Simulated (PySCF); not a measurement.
**C₄H₉F₃Si (SMILES FC(F)(F)CCC[SiH3]): density, localisation and related maps**

Input file:

```
{"job": {"kind": "uv", "xc": "PBE0", "basis": "def2-SVPD", "nstates": 8, "ntriplets": 3}, "charge": 0, "multiplicity": 1}
F      2.550437     1.557208    -0.421363
C      2.507359     0.215703    -0.420787
F      2.381963    -0.160096    -1.703216
F      3.722988    -0.199999    -0.023128
C      1.404930    -0.332826     0.458253
C      0.027063     0.148037    -0.004542
C     -1.082439    -0.403358     0.882639
Si    -2.813194     0.177297     0.335854
H      1.467687    -1.422440     0.421205
H      1.606199    -0.004563     1.480130
H      0.007521     1.239786     0.014017
H     -0.131717    -0.170134    -1.037089
H     -1.037513    -1.493949     0.873200
H     -0.898376    -0.097560     1.914225
H     -2.861251     1.638583     0.397645
H     -3.054698    -0.278564    -1.033628
H     -3.803958    -0.401096     1.243231
```

Launched as:

```sh
OMP_NUM_THREADS=1 python probes_run.py task.json out
```

Geometry: GFN2-xTB.

Method: PySCF, PBE0/def2-SVPD, SCF density, gas phase.

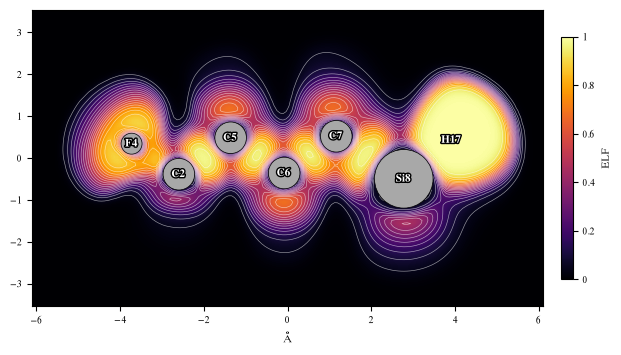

Figure 1. Electron localisation function on the plane of atoms C2, C5 and C6. Grey discs cover the atomic cores.

What does the map show?

Answer. The plane passes through C, F, Si and H nuclei. C–F (1.34 Å): the ELF peaks at about 0.85 between the atoms: a polar covalent bond. C–C (1.51 Å): the ELF peaks at about 1 between the atoms (localised, covalent bonding). C–Si (1.91 Å): the ELF peaks at about 0.95 between the atoms, as expected for a shared electron pair. Si–H (1.46 Å): the ELF climbs to about 1 towards the hydrogen, as it does in any bond to H. The ELF also peaks beside F4, away from the bonds: lone-pair regions.

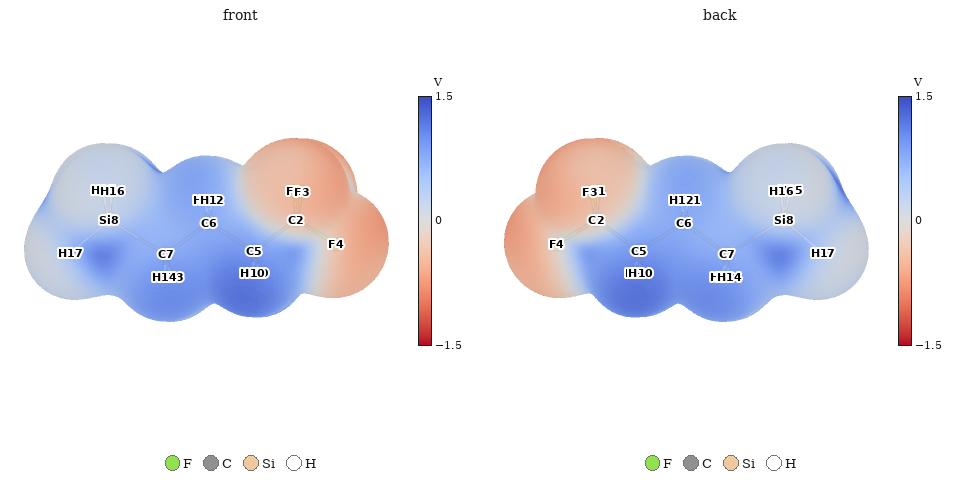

Figure 2. The electrostatic potential painted on the density surface at 0.002 e/bohr³, seen from the front and from behind; the colour scale runs from red (negative) to blue (positive).

Which sites attract a positive test charge, and which a negative one?

Answer. A positive charge is drawn to the negative regions and a negative charge to the positive ones. The most negative region (about −0.7 V) lies over F1, F3 and F4, the most positive (about +1.2 V) over Si8, H9 and H10.

How polar is the molecule by this calculation?

Answer. Its dipole moment is 2.41 D.
